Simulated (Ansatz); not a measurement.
H$_{5}$NOSi···HBr

Input

```
crystal:
  periodic: [false, false, false]
  atoms:
    - { symbol: Si, position_ang: [-0.752699, 0.02715, -0.662639] }
    - { symbol: Br, position_ang: [2.61458, -1.049504, 0.108363] }
    - { symbol: H, position_ang: [-2.139002, 0.256495, -1.120681] }
    - { symbol: H, position_ang: [0.193975, 0.443095, -1.717403] }
    - { symbol: O, position_ang: [-0.692015, -1.563575, -0.266083] }
    - { symbol: H, position_ang: [1.788435, -0.003264, 0.729313] }
    - { symbol: "N", position_ang: [-0.286735, 1.001906, 0.758306] }
    - { symbol: H, position_ang: [0.17015, -1.943275, -0.092065] }
    - { symbol: H, position_ang: [-0.780419, 0.840609, 1.625742] }
    - { symbol: H, position_ang: [-0.11627, 1.990363, 0.637149] }
basis:
  gaussian: { orbitals: def2-SVP }
hamiltonian:
  xc: { name: BHLYP }
  dispersion: d4
relax:
  f_tol: 0.03
  max_steps: 50
output:
  orbitals: {}
```

Run with:

```sh
ansatz run input.yaml --threads 2 --pin off --max-ram 3072MiB --backend cpu --events-out ev --progress --plain --runs-dir out
```

The fields are those of the relaxed geometry.

The calculation used RKS BHLYP-D4/def2-SVP (Ansatz 0.2.0).

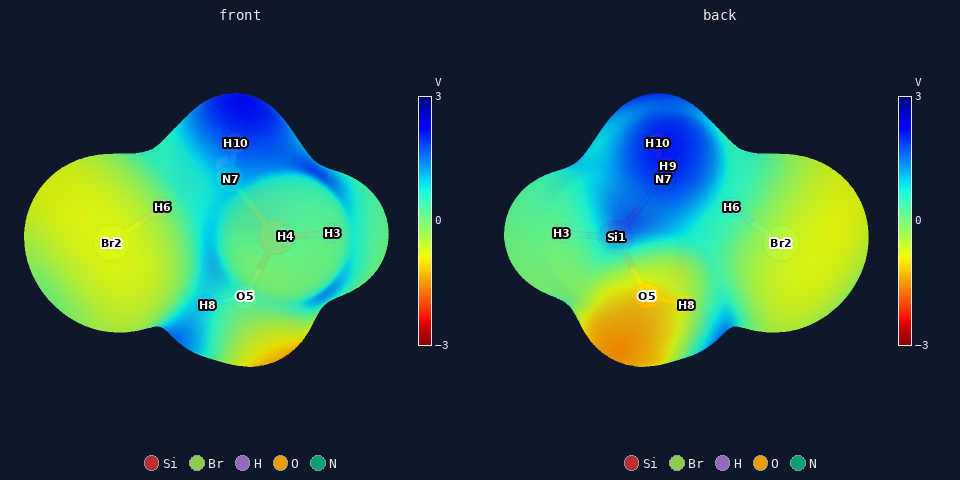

Figure 1. The electrostatic potential painted on the density surface at 0.002 e/bohr³, seen from the front and from behind; red is negative and blue positive.

> Where is the surface potential most negative and most positive?

The most negative region (about −1.5 V) lies over O5, the most positive (about +2.2 V) over H9 and H10. O5 is the likeliest acceptor of a hydrogen bond.

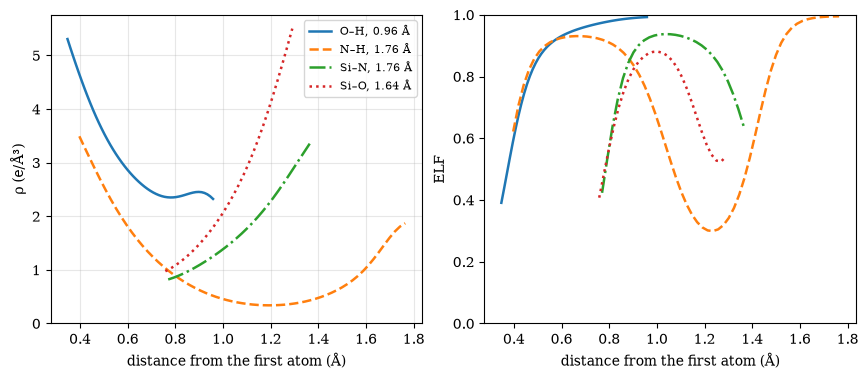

Figure 2. Electron density and ELF along straight lines between neighbouring atoms. The curves leave out the atomic cores.

> Compare the contacts.

O–H (0.96 Å): ρ is about 3.7 e/Å³ halfway; the ELF climbs to about 1 towards the hydrogen, as it does in any bond to H: a covalent bond by its length.
N7···H6 (1.76 Å): the density falls to about 0.34 e/Å³ on the way; the ELF dips to about 0.30 between them.
Si–N (1.76 Å): ρ is about 1 e/Å³ halfway; the ELF peaks at about 0.95 between the atoms (a shared but strongly polarised pair).
Si–O (1.64 Å): ρ is about 1.1 e/Å³ halfway; the ELF peaks at about 0.90 between the atoms: a shared but strongly polarised pair.

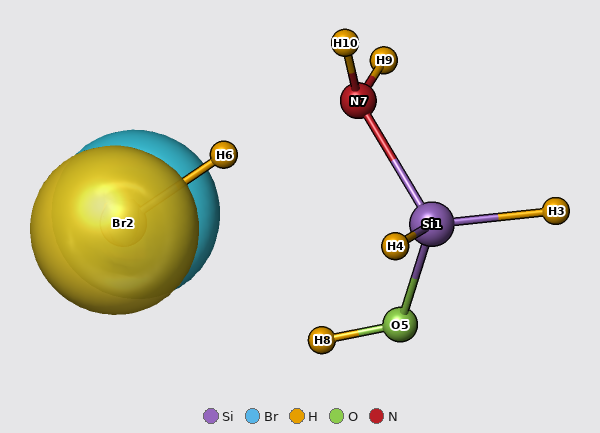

Figure 3. The HOMO at ±0.2 Å⁻³ᐟ² (yellow and cyan are the two phases), seen at a tilt.

> Describe this orbital and give its energy.

By Hirshfeld shares it lies mainly on Br2 (about 95 %); largely a lone pair of Br2. Its energy is −9.08 eV.
